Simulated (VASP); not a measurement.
Band structure of YSi₂ (space group P6/mmm). Level of theory: LDA (Ceperley-Alder, Perdew-Zunger), VASP's LDA PAW potentials (set 64) (plane waves; VASP 6.6.1).

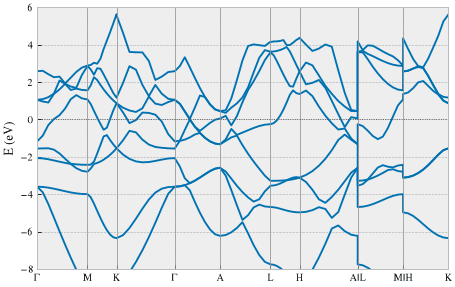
Fig. 1. Bands along high-symmetry lines, zero at the valence-band maximum or, without a gap, the Fermi level

Question: Read the plot: is there a gap, and where are the band edges?

Answer: It has no gap at this level: it comes out as a metal or semimetal. (Edges off the drawn lines would not show.)

The structure comes from a computed database's YSi2 entry (P6/mmm); how it stands against other phases isn't given here. It was relaxed first, which changed the volume by -5 %. The electron count is odd and the run is not spin-polarised, which forces a metal.
